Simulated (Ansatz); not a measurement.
# Gate voltage at the highest density: 1T-SrClI monolayer

A layer charged from one gate needs a voltage that grows with the carrier density; the slope is e over the total capacitance.

Set-up. Ansatz 0.2.0, plane waves with PAW datasets (its set soft_2), PBE-D3(BJ); isolated slab, charged sheet 6 Å from the outer atoms behind model barriers, atoms held, Fermi-Dirac smearing of 0.02585 eV. The voltage is that of the gate against the layer's Fermi level, from the uncharged case, which has a gap of 4.41 eV.

```tsv
run	added electrons (10¹³ per cm²)	gate voltage (V)
run 1	−1.00	−3.28
run 2	−2.00	−4.40
run 3	−4.00	−6.62
run 4	−7.00	−9.94
run 5	−11.00	?
```

Q: Estimate the withheld value from the rows shown.

A least-squares line through the 4 rows shown has slope 1.1095 and intercept −2.1768; no row lies more than 0.01 V off it. The capacitance is 1.602/1.1095 = 1.44 µF/cm², against 1.48 µF/cm² for plates 6 Å apart in vacuum. The intercept is mostly the shift of the Fermi level from inside the gap to the band edge. At −11.00 it gives 1.1095 × (−11.00) + (−2.1768) = −14.38 V, beyond the rows fitted. Rounding and scatter of the rows alone allow about ±0.016 V there.

The run itself gives −14.17 V: a miss of +0.21 V, or 1.5 % of the value. The capacitance rises a little towards the highest density.

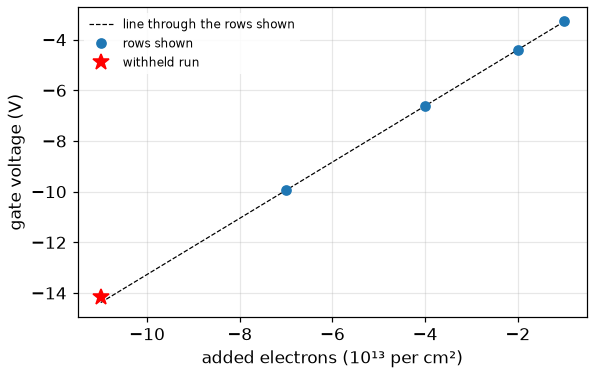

The fit and the withheld run.

**Limits.** The gates are model sheets, not atoms, and low densities sample few k-points. Spin-orbit coupling is left out, which changes the bands of elements this heavy.

[Logs are printed without paths, hosts, clocks, repeated set-up lines and the standing remarks that a program may print on its own settings, such as how far it seeks lower states.]
